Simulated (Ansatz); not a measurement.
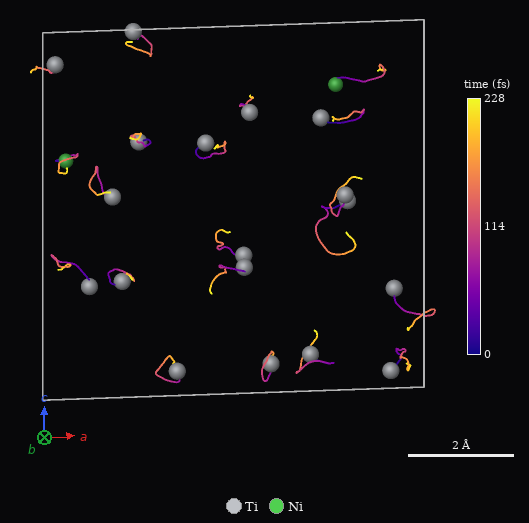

First-principles dynamics of an amorphous cell of composition Ti$_{9}$Ni (20 atoms in the cell), 228 fs long. It starts from the last geometry of an earlier run, with fresh velocities. Lines trace each atom's path, coloured by time; spheres stand at the starting positions. Seen along the b axis in the simulation cell.

Computed with DFT PBE, scalar-relativistic, plane waves, PAW in Ansatz. Settings: plane-wave cutoff 420 eV; k-point mesh 1 × 1 × 1; Fermi-Dirac smearing 0.172 eV; volume 1.05 times that of the relaxed crystal; set temperature 2000 K; time step 3 fs.

Q: How do the atoms move?

A: Root-mean-square distances from the starting positions over the second half, with the common drift of all atoms taken out: Ni 0.74 Å, Ti 0.63 Å. Against the typical shortest distance between atoms in the first frame, about 2.4 Å these are large excursions, but over 228 fs one can't yet tell strong vibration from the start of diffusion. The mean temperature in the second half is 2056 K (standard deviation 372 K). The potential energy is still drifting at the end, so the run hasn't reached equilibrium. The potential energy in the second half lies on average 11.1 meV per atom above the first frame. The mean pressure there is 1.2 GPa.

Limits of the set-up: the k-point mesh is coarse for a cell with partly filled bands; the periodic images lie only 6.9 Å apart, so the values are limited by the cell's size.
